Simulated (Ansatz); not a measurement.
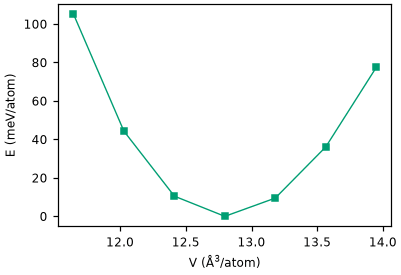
WC (zinc blende, F-43m) under volume change, DFT-r²SCAN in the program Ansatz with PAW potentials, scaled uniformly.

Problem. What does a third-order Birch–Murnaghan fit give for V₀, B₀ and B′?

Solution. V₀ = 12.80 Å³/atom, B₀ = 277 GPa, B′ = 4.1.

The start of the workflow was typed in or built on a structure type; neither database checked (COD, Materials Project) lists it. It is not the phase usual at ambient conditions (space group No. 187). Symmetry was held in the r²SCAN relaxation; its stability against distortions is not shown here. The run is not spin-polarised. Its formation energy is positive at this level, so the cell may be metastable or incomplete. Spin–orbit coupling is left out wherever it is not named.

Potentials: the later of the program's two PAW sets.
